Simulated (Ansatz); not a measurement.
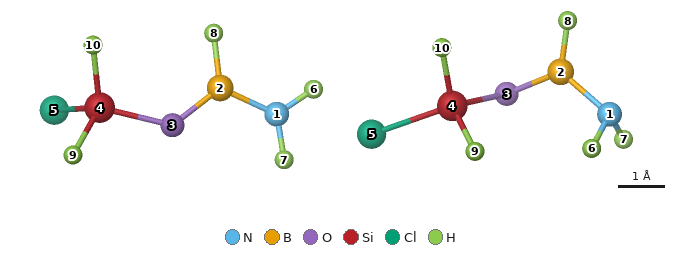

Two geometries of BSiNH₅OCl (coarse preliminary run), drawn at one scale. One is the start of a relaxation, the other its converged end. The picture is a ball-and-stick view, seen face on.

All numbers below come from RKS PBE-D4/def2-SVP (Ansatz). (force threshold 0.03 eV/Å; at most 200 steps)

Q: Which geometry has the lower energy?

A: The left one is the relaxed one. The start comes from a force field. After 29 accepted moves (33 points after the start) the energy has fallen by 197.2 kJ/mol. Largest force component: 3.5 eV/Å at the start, 0.0073 eV/Å at the end. The line search rejected the trial steps at points 13, 16, 20, 32 of the run. The forces were under the threshold at step 31, but the run went on from there. H6 moves most after the best rigid fit: 2.34 Å. Largest moves by element: H 2.34 Å, O 1.51 Å, Cl 0.95 Å, N 0.53 Å, B 0.42 Å, Si 0.37 Å. Among the contacts that change: O3–Si4 1.804 → 1.669 Å, N1–B2 1.500 → 1.402 Å, B2–O3 1.484 → 1.390 Å, N1–H7 1.091 → 1.021 Å. Bond angles that change, for instance: B2–O3–Si4 102.8° → 129.0°, B2–N1–H7 105.9° → 122.6°, H6–N1–H7 101.9° → 114.7°. Groups turn about O3–Si4 by about 95°, B2–O3 by about 95°.
